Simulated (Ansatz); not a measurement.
# CH$_{7}$NSSi$_{2}$: geometry relaxation

CH$_{7}$NSSi$_{2}$, computed with RKS PBE-D4/def2-SVP (Ansatz 0.2.0).

The geometry: force-field start. Figures and captions count atoms from 1; the log counts them from 0 in places.

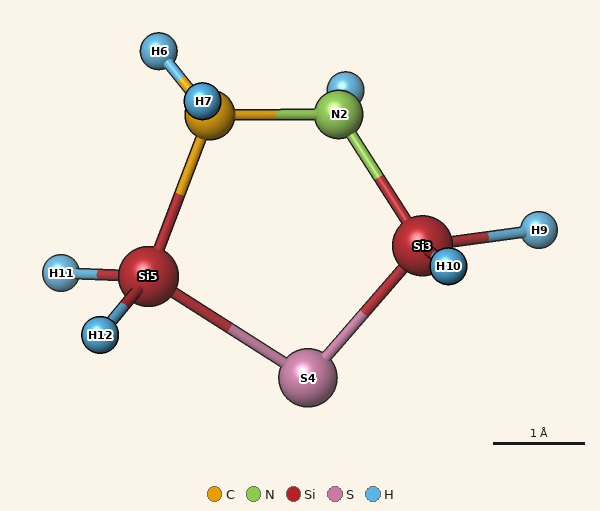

**Figure 1.** The starting structure (ball-and-stick view, seen on its broad side; atoms are numbered from 1 in the order of the input).

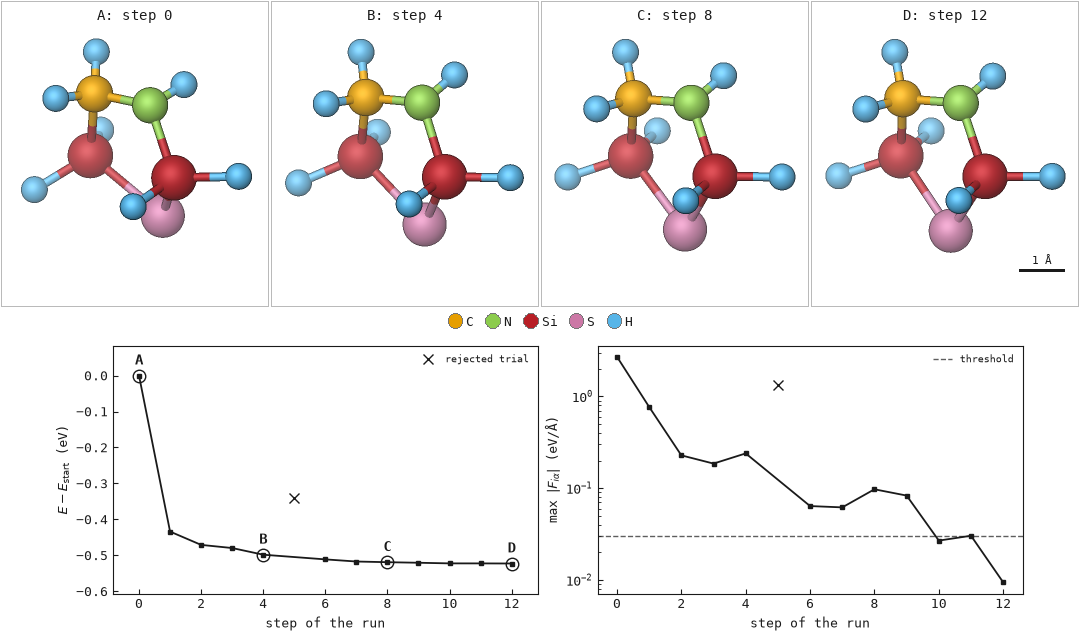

**Figure 2.** Frames of the relaxation (ball-and-stick view, seen at a tilt) above the curves, on which the letters mark them (the first geometry is step 0 here and step 1 in the log).

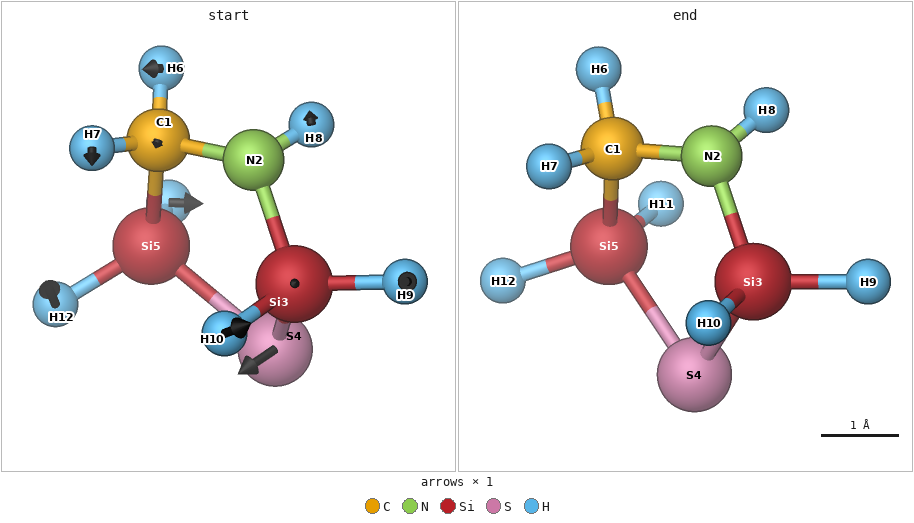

**Figure 3.** Before (left) and after (right) the relaxation, at one scale (ball-and-stick view, seen at a tilt). The black arrows give the displacements, at true length. The energy falls by 0.523 eV in 12 geometry steps. Largest force component: 2.7 eV/Å at the start, 0.0094 eV/Å at the end. The line search rejected the trial step at point 5 (counted from 0) and went back. S4 moves most after the best rigid fit: 0.65 Å. By element the largest moves are S 0.65 Å, H 0.64 Å, C 0.12 Å, Si 0.08 Å, N 0.06 Å. Among the contacts that change: Si3–S4 2.049 → 2.192 Å, C1–H6 1.057 → 1.110 Å, N2–H8 0.978 → 1.025 Å, N2–Si3 1.719 → 1.757 Å. Among the angles that change: Si3–N2–H8 105.0° → 114.1°, H6–C1–H7 112.8° → 106.0°, H11–Si5–H12 113.8° → 108.6°. (Atoms are counted from 1 in the order of the input.)

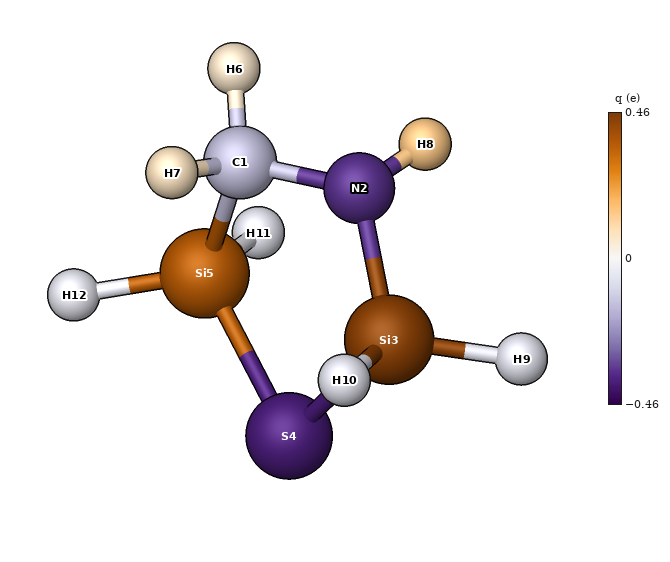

**Figure 4.** Mulliken charges, as the colour of each atom (ball-and-stick view, seen at a tilt; atoms are numbered from 1 in the order of the input). By element: C −0.14, N −0.35, Si +0.36 to +0.43, S −0.38 and H −0.06 to +0.14 e.

The input that produced these results follows, with the program's output.

Input
```yaml
crystal:
  periodic: [false, false, false]
  atoms:
    - {symbol: C, position_ang: [0.404500, -1.169400, -0.281000]}
    - {symbol: N, position_ang: [0.447500, -0.519200, 1.045700]}
    - {symbol: Si, position_ang: [0.361900, 1.194900, 1.146300]}
    - {symbol: S, position_ang: [-1.129700, 1.688000, -0.169300]}
    - {symbol: Si, position_ang: [-0.749700, -0.060100, -1.383500]}
    - {symbol: H, position_ang: [-0.030200, -2.130200, -0.214400]}
    - {symbol: H, position_ang: [1.382900, -1.183600, -0.733700]}
    - {symbol: H, position_ang: [-0.280500, -0.842800, 1.612500]}
    - {symbol: H, position_ang: [0.075400, 1.577100, 2.595200]}
    - {symbol: H, position_ang: [1.670300, 1.740900, 0.672200]}
    - {symbol: H, position_ang: [-2.035800, -0.743300, -1.668800]}
    - {symbol: H, position_ang: [-0.039500, 0.392500, -2.587200]}
basis:
  gaussian: {orbitals: def2-SVP}
hamiltonian: {xc: pbe, dispersion: d4}
relax: {f_tol: 0.03, max_steps: 200}
```

Command:
```bash
ansatz run in.yaml --threads 4 --pin off --events-out ev --progress --plain --max-ram 10444MiB
```

Output
```
Functional definition: PBE
  name "PBE"
  cite "Perdew, Burke & Ernzerhof, Phys. Rev. Lett. 77, 3865 (1996) doi:10.1103/PhysRevLett.77.3865"
  parent pbe
  parameter kappa = 0.804
  parameter beta = 0.06672455060314922
  exchange = pbe_x(kappa = kappa, mu = beta*pi^2/3)
  correlation = pbe_c(beta = beta)
1333 factors; their error is unknown
mean field evaluation 1: about -29197.2583 eV, gradient 6.3e1 eV
mean field evaluation 2: about -29139.0316 eV, gradient 1.5e2 eV
mean field evaluation 4: about -29206.1215 eV, gradient 1.2e1 eV
mean field evaluation 8: about -29206.4939 eV, gradient 2.1e-1 eV
mean field evaluation 16: about -29206.3896 eV, gradient 6.3e-4 eV
mean field -29206.38963945 eV, -1073.3150224477 hartree, gradient 5.4e-5 eV, S^2 0.000000; 0 other end points of the search recorded, 0 dependent functions left out
the calculation of the forces begins
reference -29206.38967715 eV, -1073.3150238332 hartree; 32, 32 occupied and 85, 85 virtual orbitals, 1333 factors
relax step   1: F+E_penalty+E_count = -29206.76772083 eV  Δ(F+E_penalty+E_count) = +0.000e0 eV  max|allowed force component| = 2.696e0 eV/Å  Δτ_max = 0.0000 Å  (29 SCF iters, accepted)
these checks for a lower state are left out or cut short: starts, cluster_reference, orbital_swaps, neighbouring_geometries, increment
1333 factors; their error is unknown
mean field -29206.83095761 eV, -1073.3312405909 hartree, gradient 7.0e-6 eV, S^2 0.000000; 0 other end points of the search recorded, 0 dependent functions left out
[... from here on the field's lines of each further geometry are left out, up to the last ...]
relax step   2: F+E_penalty+E_count = -29207.20156271 eV  Δ(F+E_penalty+E_count) = -4.338e-1 eV  max|allowed force component| = 7.662e-1 eV/Å  Δτ_max = 0.1770 Å  (28 SCF iters, accepted)
relax step   3: F+E_penalty+E_count = -29207.23857861 eV  Δ(F+E_penalty+E_count) = -3.702e-2 eV  max|allowed force component| = 2.276e-1 eV/Å  Δτ_max = 0.0489 Å  (30 SCF iters, accepted)
relax step   4: F+E_penalty+E_count = -29207.24733582 eV  Δ(F+E_penalty+E_count) = -8.757e-3 eV  max|allowed force component| = 1.852e-1 eV/Å  Δτ_max = 0.0340 Å  (31 SCF iters, accepted)
relax step   5: F+E_penalty+E_count = -29207.26588196 eV  Δ(F+E_penalty+E_count) = -1.855e-2 eV  max|allowed force component| = 2.390e-1 eV/Å  Δτ_max = 0.1991 Å  (27 SCF iters, accepted)
relax step   6: F+E_penalty+E_count = -29207.10831822 eV  Δ(F+E_penalty+E_count) = +1.576e-1 eV  max|allowed force component| = 1.328e0 eV/Å  Δτ_max = 0.2000 Å  (28 SCF iters, rejected (line search))
relax step   7: F+E_penalty+E_count = -29207.27889998 eV  Δ(F+E_penalty+E_count) = -1.302e-2 eV  max|allowed force component| = 6.383e-2 eV/Å  Δτ_max = 0.0998 Å  (29 SCF iters, accepted)
relax step   8: F+E_penalty+E_count = -29207.28483298 eV  Δ(F+E_penalty+E_count) = -5.933e-3 eV  max|allowed force component| = 6.175e-2 eV/Å  Δτ_max = 0.0975 Å  (30 SCF iters, accepted)
relax step   9: F+E_penalty+E_count = -29207.28672144 eV  Δ(F+E_penalty+E_count) = -1.888e-3 eV  max|allowed force component| = 9.720e-2 eV/Å  Δτ_max = 0.0831 Å  (30 SCF iters, accepted)
relax step  10: F+E_penalty+E_count = -29207.28827042 eV  Δ(F+E_penalty+E_count) = -1.549e-3 eV  max|allowed force component| = 8.301e-2 eV/Å  Δτ_max = 0.0459 Å  (30 SCF iters, accepted)
relax step  11: F+E_penalty+E_count = -29207.29002358 eV  Δ(F+E_penalty+E_count) = -1.753e-3 eV  max|allowed force component| = 2.685e-2 eV/Å  Δτ_max = 0.0381 Å  (31 SCF iters, accepted)
relax step  12: F+E_penalty+E_count = -29207.29007832 eV  Δ(F+E_penalty+E_count) = -5.475e-5 eV  max|allowed force component| = 3.033e-2 eV/Å  Δτ_max = 0.0361 Å  (31 SCF iters, accepted)
the calculation of the forces begins
reference -29206.91915397 eV, -1073.3344817477 hartree; 32, 32 occupied and 85, 85 virtual orbitals, 1333 factors
relax step  13: F+E_penalty+E_count = -29207.29037317 eV  Δ(F+E_penalty+E_count) = -2.949e-4 eV  max|allowed force component| = 9.435e-3 eV/Å  Δτ_max = 0.0069 Å  (32 SCF iters, accepted)
1333 factors; their error is unknown
mean field -29206.91911561 eV, -1073.3344803379 hartree, gradient 2.4e-5 eV, S^2 0.000000; 1 other end points of the search recorded, 0 dependent functions left out
the calculation of the forces begins
reference -29206.91915397 eV, -1073.3344817477 hartree; 32, 32 occupied and 85, 85 virtual orbitals, 1333 factors
Total energy: -29207.29041153 eV, -1073.3481252114 hartree
Atom 0 at     0.447439    -1.066781    -0.330378 Å, force    -0.004960     0.003704    -0.009214 eV/Å
Atom 1 at     0.409706    -0.567380     1.051880 Å, force    -0.002647    -0.009436    -0.006007 eV/Å
Atom 2 at     0.405402     1.182438     1.209883 Å, force    -0.002662    -0.002400     0.003472 eV/Å
Atom 3 at    -0.671023     1.926525    -0.548171 Å, force    -0.001817     0.004472     0.000641 eV/Å
Atom 4 at    -0.804839    -0.063722    -1.402726 Å, force     0.009021    -0.005088     0.004816 eV/Å
Atom 5 at     0.240856    -2.156731    -0.363180 Å, force    -0.003652    -0.006148     0.000121 eV/Å
Atom 6 at     1.466500    -0.933832    -0.757722 Å, force     0.007985     0.000171     0.001437 eV/Å
Atom 7 at    -0.301397    -1.040137     1.618765 Å, force     0.003076     0.007434     0.007299 eV/Å
Atom 8 at    -0.254886     1.545774     2.509223 Å, force    -0.002699     0.001846    -0.000487 eV/Å
Atom 9 at     1.794754     1.749220     1.170814 Å, force     0.003727     0.003865    -0.000021 eV/Å
Atom 10 at    -2.199004    -0.618386    -1.258702 Å, force    -0.004544    -0.001016     0.000896 eV/Å
Atom 11 at    -0.456406    -0.012188    -2.865687 Å, force    -0.000829     0.002596    -0.002954 eV/Å
Dipole moment:     0.020951    -0.453595     0.130586 e Å
```

Trajectory as extended XYZ (Å, eV, eV/Å), 9 of the 13 frames kept, from step=1 to step=13
```
12
Properties=species:S:1:pos:R:3:forces:R:3 step=1 energy=-29206.76772
C     0.4045   -1.1694   -0.2810   -0.6842   2.6958   0.5700
N     0.4475   -0.5192    1.0457    1.8439  -0.6576  -0.8126
Si    0.3619    1.1949    1.1463    1.7081   0.2801   1.3205
S    -1.1297    1.6880   -0.1693   -1.9016   0.9492  -1.3549
Si   -0.7497   -0.0601   -1.3835    0.1467  -0.1249   0.3140
H    -0.0302   -2.1302   -0.2144   -0.4354  -1.8245   0.1050
H     1.3829   -1.1836   -0.7337    0.9824  -0.2758  -0.3616
H    -0.2805   -0.8428    1.6125   -1.6254  -1.2503   1.4637
H     0.0754    1.5771    2.5952    0.0254  -0.0346  -0.4176
H     1.6703    1.7409    0.6722    0.1621   0.2250   0.1150
H    -2.0358   -0.7433   -1.6688   -0.3401  -0.0528  -0.2314
H    -0.0395    0.3925   -2.5872    0.1180   0.0704  -0.7100
12
Properties=species:S:1:pos:R:3:forces:R:3 step=3 energy=-29207.23858
C     0.3688   -1.1095   -0.2652   -0.0670   0.1204   0.2276
N     0.4859   -0.5632    1.1027   -0.1556  -0.1149  -0.0314
Si    0.4152    1.1875    1.1958   -0.0285   0.0629  -0.1603
S    -1.1593    1.7435   -0.2265    0.0219   0.0005  -0.1107
Si   -0.7840   -0.0340   -1.4236    0.0784   0.0597   0.1474
H    -0.0167   -2.1494   -0.2276    0.0755  -0.0157  -0.0369
H     1.3757   -1.1546   -0.7326    0.0126  -0.0322  -0.0479
H    -0.2095   -0.9765    1.7394    0.1328  -0.0593  -0.0990
H     0.0562    1.6136    2.5900    0.0052  -0.0039  -0.0203
H     1.7184    1.8048    0.7644   -0.0409  -0.0487   0.0538
H    -2.0895   -0.7061   -1.7619   -0.0054   0.0309   0.0422
H    -0.0842    0.2885   -2.7208   -0.0290   0.0003   0.0355
12
Properties=species:S:1:pos:R:3:forces:R:3 step=4 energy=-29207.24734
C     0.3709   -1.1120   -0.2627   -0.0204   0.0097   0.0856
N     0.4820   -0.5694    1.1025   -0.1852   0.0106   0.0580
Si    0.4044    1.1867    1.1838   -0.0351  -0.0148  -0.0558
S    -1.1563    1.7673   -0.2454    0.0994  -0.0634  -0.0084
Si   -0.7815   -0.0256   -1.4083    0.0226  -0.0451  -0.0370
H     0.0013   -2.1616   -0.2367    0.0438   0.1009  -0.0191
H     1.3783   -1.1532   -0.7358   -0.0352   0.0160  -0.0062
H    -0.1997   -1.0008    1.7429    0.1461   0.0094  -0.1067
H     0.0406    1.6207    2.5721    0.0010  -0.0017   0.0212
H     1.7120    1.7949    0.7634   -0.0017  -0.0316   0.0228
H    -2.0960   -0.6871   -1.7344    0.0114   0.0189   0.0212
H    -0.0790    0.2849   -2.7073   -0.0468  -0.0090   0.0244
12
Properties=species:S:1:pos:R:3:forces:R:3 step=5 energy=-29207.26588
C     0.4067   -1.0793   -0.2712   -0.1101  -0.0442  -0.0600
N     0.4375   -0.5615    1.1035    0.0993  -0.0920  -0.2390
Si    0.3980    1.1863    1.1908   -0.0103   0.0532   0.1228
S    -1.0039    1.8357   -0.3537    0.0120   0.0243  -0.0137
Si   -0.7820   -0.0465   -1.4067   -0.0546   0.1136  -0.0773
H     0.0836   -2.1398   -0.2870    0.0542  -0.0634   0.0201
H     1.4174   -1.0585   -0.7381    0.0321   0.0277   0.0945
H    -0.2327   -1.0390    1.7099   -0.0552  -0.0082   0.0816
H    -0.0552    1.5968    2.5597    0.0064   0.0508   0.0217
H     1.7551    1.7430    0.8821    0.0347   0.0363   0.0221
H    -2.1405   -0.6704   -1.5745   -0.0250  -0.0551   0.0187
H    -0.2070    0.1780   -2.7809    0.0165  -0.0429   0.0085
12
Properties=species:S:1:pos:R:3:forces:R:3 step=7 energy=-29207.27890
C     0.4133   -1.0726   -0.2894   -0.0520  -0.0277  -0.0231
N     0.4215   -0.5658    1.0886    0.0375  -0.0284  -0.0638
Si    0.4021    1.1836    1.2014    0.0057   0.0310   0.0401
S    -0.9231    1.8675   -0.4029    0.0240   0.0031  -0.0022
Si   -0.7945   -0.0494   -1.4096   -0.0158   0.0360  -0.0340
H     0.1361   -2.1464   -0.3156    0.0238  -0.0340   0.0123
H     1.4315   -1.0097   -0.7353    0.0117   0.0226   0.0292
H    -0.2596   -1.0403    1.6885   -0.0179   0.0021   0.0095
H    -0.0953    1.5927    2.5570   -0.0040   0.0101   0.0015
H     1.7759    1.7373    0.9580    0.0026   0.0149   0.0166
H    -2.1648   -0.6680   -1.4968   -0.0123  -0.0161   0.0139
H    -0.2661    0.1158   -2.8099   -0.0032  -0.0135   0.0002
12
Properties=species:S:1:pos:R:3:forces:R:3 step=9 energy=-29207.28672
C     0.4302   -1.0654   -0.3159    0.0503  -0.0060  -0.0214
N     0.4031   -0.5689    1.0657   -0.0012   0.0097   0.0376
Si    0.4061    1.1802    1.2116    0.0371   0.0663  -0.0188
S    -0.7735    1.9137   -0.4929    0.0564  -0.0972   0.0132
Si   -0.8066   -0.0583   -1.4113   -0.0562  -0.0120  -0.0108
H     0.2205   -2.1559   -0.3522   -0.0060   0.0364  -0.0013
H     1.4530   -0.9364   -0.7399   -0.0387  -0.0131  -0.0098
H    -0.2966   -1.0410    1.6467   -0.0135  -0.0025  -0.0145
H    -0.1814    1.5719    2.5396   -0.0023  -0.0219  -0.0428
H     1.8029    1.7317    1.0935   -0.0808  -0.0211  -0.0043
H    -2.2003   -0.6443   -1.3533    0.0845   0.0432  -0.0031
H    -0.3803    0.0174   -2.8577   -0.0298   0.0182   0.0759
12
Properties=species:S:1:pos:R:3:forces:R:3 step=10 energy=-29207.28827
C     0.4349   -1.0673   -0.3196    0.0398  -0.0016  -0.0288
N     0.4041   -0.5705    1.0621   -0.0038   0.0044   0.0440
Si    0.4077    1.1787    1.2134    0.0105   0.0689  -0.0596
S    -0.7325    1.9179   -0.5132    0.0162  -0.0830   0.0201
Si   -0.8094   -0.0631   -1.4062   -0.0095   0.0307  -0.0224
H     0.2326   -2.1588   -0.3557   -0.0096   0.0236   0.0037
H     1.4559   -0.9315   -0.7445   -0.0252  -0.0099  -0.0125
H    -0.2996   -1.0431    1.6378   -0.0103   0.0007  -0.0005
H    -0.2101    1.5679    2.5277    0.0177  -0.0265  -0.0220
H     1.8018    1.7368    1.1122   -0.0574  -0.0264   0.0247
H    -2.2045   -0.6396   -1.3228    0.0655   0.0342  -0.0014
H    -0.4039    0.0176   -2.8572   -0.0339  -0.0151   0.0546
12
Properties=species:S:1:pos:R:3:forces:R:3 step=11 energy=-29207.29002
C     0.4423   -1.0669   -0.3251    0.0044   0.0061  -0.0222
N     0.4079   -0.5682    1.0567    0.0044  -0.0161   0.0091
Si    0.4085    1.1813    1.2111   -0.0268   0.0112  -0.0164
S    -0.7014    1.9197   -0.5302    0.0128   0.0012   0.0002
Si   -0.8059   -0.0639   -1.4053   -0.0014   0.0035   0.0145
H     0.2375   -2.1572   -0.3586   -0.0092  -0.0039   0.0002
H     1.4610   -0.9335   -0.7530    0.0121  -0.0012  -0.0027
H    -0.3013   -1.0408    1.6259   -0.0007   0.0116   0.0079
H    -0.2361    1.5563    2.5152    0.0092  -0.0073   0.0004
H     1.7996    1.7433    1.1477   -0.0083  -0.0021   0.0023
H    -2.2003   -0.6257   -1.2875    0.0072   0.0000  -0.0019
H    -0.4348    0.0004   -2.8629   -0.0036  -0.0031   0.0085
12
Properties=species:S:1:pos:R:3:forces:R:3 step=13 energy=-29207.29037
C     0.4474   -1.0668   -0.3304   -0.0050   0.0037  -0.0092
N     0.4097   -0.5674    1.0519   -0.0026  -0.0094  -0.0060
Si    0.4054    1.1824    1.2099   -0.0027  -0.0024   0.0035
S    -0.6710    1.9265   -0.5482   -0.0018   0.0045   0.0006
Si   -0.8048   -0.0637   -1.4027    0.0090  -0.0051   0.0048
H     0.2409   -2.1567   -0.3632   -0.0037  -0.0061   0.0001
H     1.4665   -0.9338   -0.7577    0.0080   0.0002   0.0014
H    -0.3014   -1.0401    1.6188    0.0031   0.0074   0.0073
H    -0.2549    1.5458    2.5092   -0.0027   0.0018  -0.0005
H     1.7948    1.7492    1.1708    0.0037   0.0039   0.0000
H    -2.1990   -0.6184   -1.2587   -0.0045  -0.0010   0.0009
H    -0.4564   -0.0122   -2.8657   -0.0008   0.0026  -0.0030
```

Results in brief

| quantity | value |
| --- | --- |
| outcome | converged |
| total energy | −29207.2904 eV |
| mean-field energy | −29206.9192 eV |
| dispersion energy | −0.3713 eV |
| SCF solution under orbital rotations | stable |
| largest force (length of the vector) at the end | 0.011 eV/Å |
| dipole moment | 2.27 D |
| hardware | 4 threads of Arm Neoverse V1, 23 GiB of memory available, shared host |
| wall time | 21 s (CPU time 77 s) |
| peak memory | 0.17 GiB |
